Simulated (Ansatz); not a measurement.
**Geometry relaxation, with input and output: C2H9BOSn (part 2 of 2)**

Continued. System: C2H9BOSn. Method: RKS PBE0-D4/def2-SVP (Ansatz 0.2.0). It belongs to a series of runs on one base structure; here: end point A relaxed.

Geometry of the input (Å):
```
B  -1.1472  1.7277  0.7868
Sn -0.4117  -0.3004  0.8787
C  1.7023  -0.2399  0.8446
O  -1.0110  -1.3519  -0.6678
C  -0.5309  -0.8247  -1.8487
H  -2.3616  1.9773  0.7784
H  -0.4215  2.6862  0.7061
H  -0.9068  -1.0244  2.3633
H  2.0859  0.3275  0.0030
H  2.1334  -1.2759  0.8567
H  2.0890  0.2734  1.7924
H  -0.8159  0.2530  -1.9380
H  0.5254  -0.8849  -1.8401
H  -0.9423  -1.3721  -2.6867
```

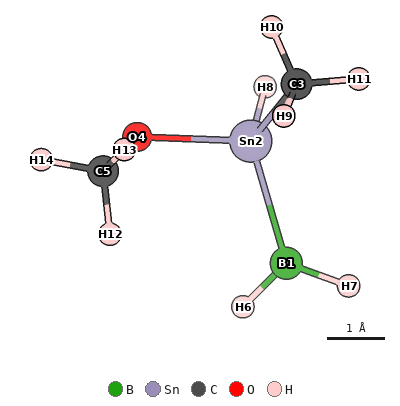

**Figure 1.** The geometry at step 8 of the log (ball-and-stick view, seen at a tilt; atoms are numbered from 1 in the order of the input).

## Output, continued
```
relax step  21: F+E_penalty+E_count = -10764.62845240 eV  Δ(F+E_penalty+E_count) = -1.894e-4 eV  max|allowed force component| = 1.916e-2 eV/Å  Δτ_max = 0.0231 Å  (25 SCF iters, accepted)
the calculation of the forces begins
reference -10764.39066882 eV, -395.5840607130 hartree; 28, 28 occupied and 99, 99 virtual orbitals, 1495 factors
relax step  22: F+E_penalty+E_count = -10764.62852678 eV  Δ(F+E_penalty+E_count) = -7.438e-5 eV  max|allowed force component| = 1.054e-2 eV/Å  Δτ_max = 0.0239 Å  (25 SCF iters, accepted)
1495 factors; integrals over basis functions are off by at most 3.6e-4 eV
mean field -10764.39063492 eV, -395.5840594675 hartree, gradient 1.1e-5 eV, S^2 0.000000; 1 other end points of the search recorded, 0 dependent functions left out
the calculation of the forces begins
reference -10764.39066882 eV, -395.5840607130 hartree; 28, 28 occupied and 99, 99 virtual orbitals, 1495 factors
Total energy: -10764.62856067 eV, -395.5928030775 hartree
Atom 0 at    -1.182997     1.878470     0.820170 Å, force     0.000679     0.009099     0.000955 eV/Å
Atom 1 at    -0.291481    -0.183933     0.974296 Å, force    -0.000935    -0.000280     0.004895 eV/Å
Atom 2 at     1.863616    -0.225623     0.914617 Å, force     0.001246    -0.000574     0.002155 eV/Å
Atom 3 at    -0.922230    -1.300235    -0.569212 Å, force     0.001056    -0.001797     0.008044 eV/Å
Atom 4 at    -0.666586    -0.897533    -1.873771 Å, force    -0.004580     0.001190    -0.010543 eV/Å
Atom 5 at    -1.803051     2.217604    -0.158756 Å, force     0.003721    -0.000142     0.007626 eV/Å
Atom 6 at    -1.049310     2.676314     1.717989 Å, force    -0.003104    -0.007382    -0.009429 eV/Å
Atom 7 at    -0.869586    -1.101926     2.303493 Å, force     0.001237    -0.000065    -0.000996 eV/Å
Atom 8 at     2.236147     0.288131     0.017577 Å, force    -0.001171     0.000423    -0.000426 eV/Å
Atom 9 at     2.196997    -1.272584     0.894203 Å, force    -0.000457     0.000640    -0.000083 eV/Å
Atom 10 at     2.275919     0.267438     1.806718 Å, force    -0.000093     0.000029    -0.001285 eV/Å
Atom 11 at    -1.047670     0.120004    -2.109449 Å, force     0.000334    -0.002327    -0.000125 eV/Å
Atom 12 at     0.413415    -0.903410    -2.135638 Å, force    -0.000590    -0.001008     0.002371 eV/Å
Atom 13 at    -1.166081    -1.591816    -2.573537 Å, force     0.002657     0.002195    -0.003159 eV/Å
Dipole moment:     0.257334     0.414465     0.116132 e Å
```

## Trajectory as extended XYZ (Å, eV, eV/Å), 7 of the 22 frames kept, from step=1 to step=22
```
14
Properties=species:S:1:pos:R:3:forces:R:3 step=1 energy=-10764.17650
B    -1.1472    1.7277    0.7868   -1.5040   1.3577  -0.3874
Sn   -0.4117   -0.3004    0.8787    0.4430  -0.3576   1.3983
C     1.7023   -0.2399    0.8446    1.1849  -0.5387   1.5573
O    -1.0110   -1.3519   -0.6678   -0.8235  -0.8571   0.3026
C    -0.5309   -0.8247   -1.8487   -1.2605   0.8243   0.5165
H    -2.3616    1.9773    0.7784    0.6557  -0.1270   0.0445
H    -0.4215    2.6862    0.7061    0.1243   0.0344   0.1250
H    -0.9068   -1.0244    2.3633   -0.0791  -0.2046  -0.1941
H     2.0859    0.3275    0.0030    0.1892   0.1362  -0.4604
H     2.1334   -1.2759    0.8567   -0.1816   0.6901  -0.1696
H     2.0890    0.2734    1.7924   -0.5622  -0.5394  -1.0263
H    -0.8159    0.2530   -1.9380    0.1096  -0.1439  -0.4367
H     0.5254   -0.8849   -1.8401    1.8798   0.0108  -0.6189
H    -0.9423   -1.3721   -2.6867   -0.1756  -0.2853  -0.6508
14
Properties=species:S:1:pos:R:3:forces:R:3 step=5 energy=-10764.57703
B    -1.2370    1.8701    0.8327   -0.0345  -0.0041   0.0024
Sn   -0.3291   -0.1964    0.9913   -0.0182   0.0572   0.0292
C     1.8181   -0.2736    0.9298    0.0324  -0.0287   0.0301
O    -0.9841   -1.2084   -0.6128   -0.0226  -0.0702  -0.0645
C    -0.5711   -0.8411   -1.8886    0.0433   0.0227   0.0796
H    -2.4325    1.9828    0.6847    0.0822   0.0311  -0.0064
H    -0.5494    2.8634    0.8702   -0.0604   0.0165   0.0228
H    -0.9438   -1.1355    2.2908    0.0036  -0.0052  -0.0144
H     2.1946    0.2696    0.0521    0.0126   0.0030  -0.0079
H     2.1530   -1.3193    0.8777    0.0069   0.0125  -0.0005
H     2.2343    0.1906    1.8370   -0.0083  -0.0138  -0.0247
H    -0.8936    0.1800   -2.1844   -0.0330   0.0286  -0.0146
H     0.5303   -0.8747   -2.0232    0.0245  -0.0138  -0.0203
H    -1.0027   -1.5366   -2.6287   -0.0285  -0.0358  -0.0107
14
Properties=species:S:1:pos:R:3:forces:R:3 step=8 energy=-10764.60434
B    -1.2281    1.9009    0.8531    0.0377  -0.0212   0.0153
Sn   -0.3101   -0.1604    0.9580   -0.0434   0.0399   0.0415
C     1.8349   -0.2762    0.9061    0.0527   0.0193  -0.0247
O    -0.9616   -1.2426   -0.6010    0.0256  -0.0003  -0.0430
C    -0.5949   -0.8720   -1.8899    0.0129  -0.0129  -0.0166
H    -2.3083    2.0425    0.3339    0.0151   0.0346  -0.0201
H    -0.6746    2.8649    1.3288   -0.0454  -0.0185   0.0012
H    -0.9156   -1.0580    2.2916   -0.0092  -0.0126   0.0007
H     2.2330    0.2249    0.0122   -0.0036  -0.0006   0.0185
H     2.1411   -1.3312    0.8905    0.0027  -0.0083   0.0057
H     2.2531    0.2075    1.8009    0.0081  -0.0028  -0.0088
H    -1.0040    0.1154   -2.2014    0.0103  -0.0365   0.0094
H     0.5064   -0.8262   -2.0475   -0.0657  -0.0081   0.0146
H    -0.9842   -1.6186   -2.6064    0.0022   0.0279   0.0063
14
Properties=species:S:1:pos:R:3:forces:R:3 step=11 energy=-10764.61893
B    -1.2132    1.8936    0.8350   -0.0030   0.0083   0.0146
Sn   -0.2990   -0.1629    0.9675    0.0302   0.0374   0.0055
C     1.8525   -0.2615    0.9109   -0.0111   0.0051   0.0109
O    -0.9314   -1.2645   -0.5833   -0.0220  -0.0463  -0.0361
C    -0.6236   -0.8804   -1.8825    0.0035  -0.0108   0.0078
H    -2.1458    2.0973    0.0952    0.0315   0.0135  -0.0017
H    -0.8043    2.8058    1.5150   -0.0226  -0.0175  -0.0074
H    -0.9019   -1.0614    2.3005   -0.0012  -0.0087   0.0018
H     2.2434    0.2537    0.0226   -0.0019   0.0036  -0.0024
H     2.1580   -1.3166    0.8778    0.0042   0.0027   0.0024
H     2.2739    0.2093    1.8107    0.0057  -0.0004  -0.0007
H    -1.0396    0.1120   -2.1622   -0.0001   0.0053  -0.0028
H     0.4683   -0.8401   -2.0879   -0.0092   0.0002   0.0016
H    -1.0502   -1.6137   -2.5908   -0.0040   0.0075   0.0065
14
Properties=species:S:1:pos:R:3:forces:R:3 step=15 energy=-10764.62598
B    -1.1985    1.8848    0.8263    0.0077   0.0411  -0.0039
Sn   -0.2939   -0.1744    0.9673   -0.0207   0.0008   0.0155
C     1.8589   -0.2418    0.9134    0.0042   0.0037   0.0062
O    -0.9231   -1.2911   -0.5765    0.0000   0.0001   0.0021
C    -0.6461   -0.8911   -1.8778   -0.0072  -0.0099   0.0019
H    -1.9801    2.1598   -0.0543    0.0374   0.0002   0.0405
H    -0.9168    2.7385    1.6374   -0.0339  -0.0432  -0.0411
H    -0.8885   -1.0777    2.3014    0.0092  -0.0002  -0.0077
H     2.2410    0.2758    0.0227    0.0014   0.0011  -0.0032
H     2.1807   -1.2921    0.8852   -0.0002  -0.0002  -0.0006
H     2.2728    0.2391    1.8112    0.0032   0.0018   0.0008
H    -1.0437    0.1166   -2.1278   -0.0006   0.0050  -0.0030
H     0.4394   -0.8755   -2.1156   -0.0019  -0.0014  -0.0020
H    -1.1150   -1.5998   -2.5841    0.0013   0.0012  -0.0055
14
Properties=species:S:1:pos:R:3:forces:R:3 step=19 energy=-10764.62826
B    -1.1844    1.8792    0.8176   -0.0371   0.0247  -0.0103
Sn   -0.2922   -0.1823    0.9726    0.0100  -0.0096  -0.0086
C     1.8629   -0.2284    0.9159   -0.0015   0.0063   0.0034
O    -0.9200   -1.3017   -0.5704   -0.0016   0.0068  -0.0083
C    -0.6635   -0.8961   -1.8744    0.0069   0.0056  -0.0004
H    -1.8446    2.2054   -0.1416    0.0366  -0.0097   0.0390
H    -1.0179    2.6874    1.7012   -0.0042  -0.0101  -0.0231
H    -0.8711   -1.0974    2.3034   -0.0025   0.0011   0.0011
H     2.2385    0.2871    0.0211   -0.0018  -0.0013   0.0013
H     2.1934   -1.2761    0.8932    0.0025  -0.0020  -0.0001
H     2.2745    0.2613    1.8103   -0.0004  -0.0019  -0.0039
H    -1.0471    0.1210   -2.1092    0.0022  -0.0096   0.0032
H     0.4174   -0.8983   -2.1337   -0.0084   0.0005   0.0016
H    -1.1588   -1.5902   -2.5774   -0.0008  -0.0010   0.0052
14
Properties=species:S:1:pos:R:3:forces:R:3 step=22 energy=-10764.62853
B    -1.1830    1.8785    0.8202    0.0007   0.0091   0.0010
Sn   -0.2915   -0.1839    0.9743   -0.0009  -0.0003   0.0049
C     1.8636   -0.2256    0.9146    0.0012  -0.0006   0.0022
O    -0.9222   -1.3002   -0.5692    0.0011  -0.0018   0.0080
C    -0.6666   -0.8975   -1.8738   -0.0046   0.0012  -0.0105
H    -1.8031    2.2176   -0.1588    0.0037  -0.0001   0.0076
H    -1.0493    2.6763    1.7180   -0.0031  -0.0074  -0.0094
H    -0.8696   -1.1019    2.3035    0.0012  -0.0001  -0.0010
H     2.2361    0.2881    0.0176   -0.0012   0.0004  -0.0004
H     2.1970   -1.2726    0.8942   -0.0005   0.0006  -0.0001
H     2.2759    0.2674    1.8067   -0.0001   0.0000  -0.0013
H    -1.0477    0.1200   -2.1094    0.0003  -0.0023  -0.0001
H     0.4134   -0.9034   -2.1356   -0.0006  -0.0010   0.0024
H    -1.1661   -1.5918   -2.5735    0.0027   0.0022  -0.0032
```

## Summary

- outcome: converged
- total energy: −10764.6286 eV
- mean-field energy: −10764.3907 eV
- largest force (length of the vector) at the end: 0.012 eV/Å
- hardware: 2 threads of Arm Neoverse V2, 24 GiB of memory available, shared host
- wall time: 99 s (CPU time 3.2 min)
- peak memory: 0.33 GiB
